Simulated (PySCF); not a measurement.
**C3H4OSi: electronic excitations and core binding energies**

Aim: predict the electronic excitations and core binding energies of C3H4OSi (`O=C1C=C[SiH2]1`).

Programs: PySCF 2.14.0, with density-fitted response routines of our own. Each step states its level of theory. These are calculated values for one molecule in the gas phase, unless marked as measured. Atoms are numbered from 0 throughout.

## (1) Starting geometry

9 atoms, charge 0, multiplicity 1; geometry from: GFN2-xTB.

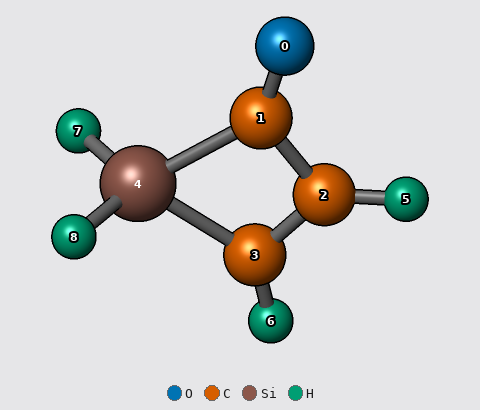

The starting geometry (oxygen blue, carbon orange, silicon brown, hydrogen teal), atoms numbered; sticks join atoms by distance.

## (2) Excited states and response: CAM-B3LYP/def2-SVPD

Job settings and geometry (Å):

```
{"job": {"kind": "uv", "xc": "CAM-B3LYP", "basis": "def2-SVPD", "nstates": 8, "ntriplets": 3}, "charge": 0, "multiplicity": 1}
O     -0.856664     1.988089     1.003400
C     -0.457828     0.971305     0.495744
C     -1.182406    -0.252940     0.091349
C     -0.203433    -1.025894    -0.411611
Si     1.224173     0.201028    -0.126480
H     -2.239302    -0.448364     0.189234
H     -0.327992    -2.016886    -0.819015
H      2.216631    -0.177497     0.874127
H      1.840382     0.767153    -1.321928
```

With the program's defaults for keys left out, this is: TDDFT CAM-B3LYP/def2-SVPD, vertical, gas phase, core orbitals frozen in the response.

The run is started by

```
$ OMP_NUM_THREADS=1 python probes_run.py task.json out
```

The driver reads the jobs from task.json and runs them one after another.

**Question.** This job is followed by: delta-SCF UKS SCAN, pcX-2 on the ionised atom, pcseg-1 elsewhere, spin-free X2C. What will the session give for the following? lowest singlet (CAM-B3LYP/def2-SVPD); brightest single state of those computed; lowest triplet; surface potential, least and greatest; C1s binding energies, SCAN/pcX-2; O1s binding energies, SCAN/pcX-2; Si1s binding energies, SCAN/pcX-2; Si2p binding energies, SCAN/pcX-2.

The runs gave:

```
                                quantity                               value
    lowest singlet (CAM-B3LYP/def2-SVPD)         3.24 eV (383 nm), f = 0.001
brightest single state of those computed         state 5, 6.26 eV, f = 0.165
                          lowest triplet                             2.75 eV
   surface potential, least and greatest                  -1.75 V and 1.65 V
        C1s binding energies, SCAN/pcX-2  C1 292.75, C2 291.08, C3 290.76 eV
        O1s binding energies, SCAN/pcX-2                        O0 537.52 eV
       Si1s binding energies, SCAN/pcX-2                      Si4 1846.75 eV
       Si2p binding energies, SCAN/pcX-2                       Si4 107.24 eV
```

The lowest singlet, at 3.24 eV, is HOMO→LUMO 0.94 and is dark; of the 8 states computed, the strongest absorption comes from state 5 at 6.26 eV (the last state computed is bright too, and its partners may lie past the list). The lowest triplet lies 0.49 eV below the lowest singlet (triplets in Tamm-Dancoff, singlets in full TDDFT). By nearest atom (CAM-B3LYP/def2-SVPD), the HOMO sits on O0 50 %; C1 16 % and the LUMO on C3 30 %; C1 22 %. The C1s levels kept as sound span 1.98 eV, from C3 (β carbon of a C=C–C=O unit) up to C1 (carbonyl carbon).
